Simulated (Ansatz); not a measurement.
Band structure of K₃Al (Pm-3m, 4 atoms in the cell).

```
K3Al
1.0
    5.77187     0.00000     0.00000
    0.00000     5.77187     0.00000
    0.00000     0.00000     5.77187
K Al
3 1
Direct
  0.00000   0.50000   0.50000
  0.50000   0.00000   0.50000
  0.50000   0.50000   0.00000
  0.00000   0.00000   0.00000
```

Level of theory: PBEsol, PAW files made with PBE (plane waves; Ansatz, a first-principles code).

Settings: kpoints.mp_grid.grid = 5 5 5; hamiltonian.xc = pbesol; hamiltonian.pseudopotentials = {kind: paw} (the program's default PAW files); scf.occupations.method = fermi_dirac; scf.occupations.width = 0.05 eV; kpoints.band_path.npoints = 8.

The starting cell comes from a database of computed structures (which also holds hypothetical and non-ambient phases and stackings), without a prior relaxation at this level.

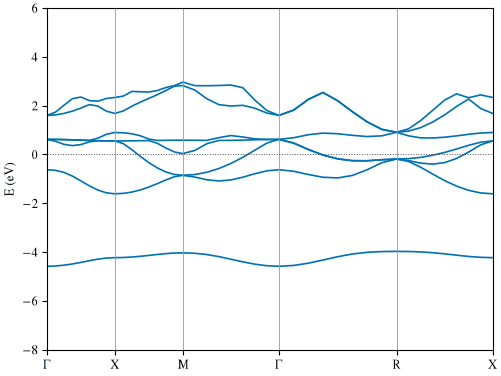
Figure: Bands along the path, energies from the Fermi level.

Levels in eV from the Fermi level, bands 12 to 18:
| point | 12 | 13 | 14 | 15 | 16 | 17 | 18 |
|---|---|---|---|---|---|---|---|
| Γ | -15.06 | -4.58 | -0.63 | 0.62 | 0.62 | 0.62 | 1.60 |
| X | -15.07 | -4.23 | -1.62 | 0.55 | 0.55 | 0.90 | 1.68 |
| M | -15.02 | -4.03 | -0.86 | -0.86 | 0.03 | 0.58 | 2.82 |
| R | -15.02 | -3.97 | -0.19 | -0.19 | -0.19 | 0.91 | 0.91 |

Bands cross the Fermi level along this path, so the cell is metallic at this level.

Keys are those of Ansatz 0.2.
